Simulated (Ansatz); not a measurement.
A correction line for PBE0-D4/def2-TZVPP: vertical ionisation energy

The vertical ionisation energy (cation less neutral) in eV of 6 molecular compounds of Ti: x at PBE0-D4/def2-TZVPP, y at CCSD(T)/def2-TZVPP. Shapes, held fixed at every level: PBE0-D4/def2-TZVP. Flexible molecules stand in one conformer, not always the lowest. Programs: Ansatz 0.2.0.

| molecule | x (eV) | y (eV) |
| --- | --- | --- |
| C2H12N4Ti (SMILES C[N](C)[Ti]([NH2])([NH2])[NH2]) | 7.93 | 8.12 |
| Ti(NH2)4 | 8.62 | ? |
| C2H8ClNO2Ti (SMILES C[NH][Ti]([OH])([Cl])[O]C) | 8.70 | 8.84 |
| Ti(NH2)(OH)2Cl | 9.80 | 9.92 |
| C3H10O4Ti (SMILES CC(C)[O][Ti]([OH])([OH])[OH]) | 9.86 | 10.19 |
| C2H5F3OTi (SMILES CC[O][Ti]([F])([F])[F]) | 11.30 | 11.65 |

**Question.** Fit y = c + s·x to the known rows and predict y for Ti(NH2)4.

**Answer.** 
1. Means of the 5 rows: x = 9.5180, y = 9.744.
2. Σ(Δx)² = 6.5629, Σ(Δx·Δy) = 6.917, so the slope is 6.917/6.5629 = 1.054.
3. Intercept: 9.744 − (1.054) × 9.5180 = -0.288. The largest residual of the fit is 0.12.
4. Ti(NH2)4: -0.288 + 1.054 × 8.62 = 8.80 eV.

CCSD(T)/def2-TZVPP gives 8.91 eV, so the prediction is off by -0.11 eV, within the largest residual. Uncorrected, PBE0-D4/def2-TZVPP misses Ti(NH2)4 by -0.29 eV, and the other rows by 0.23 on average. The line removes about 60 % of this miss. Left out in turn, the other rows are missed by 0.11 eV on average, so much of the error is systematic among these molecules. Cations run unrestricted. Outer-core shells of Ti are correlated, in sets that cover them unevenly.

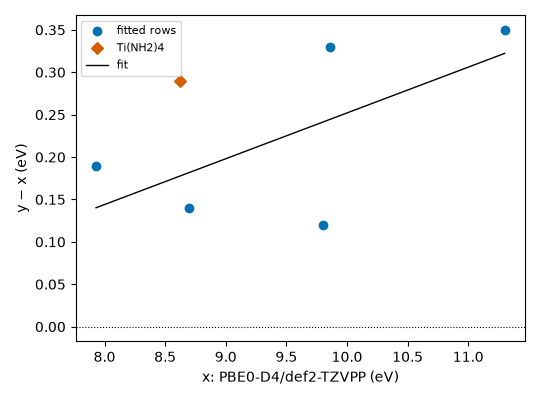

The correction y − x against x, with the fitted line and the withheld molecule.
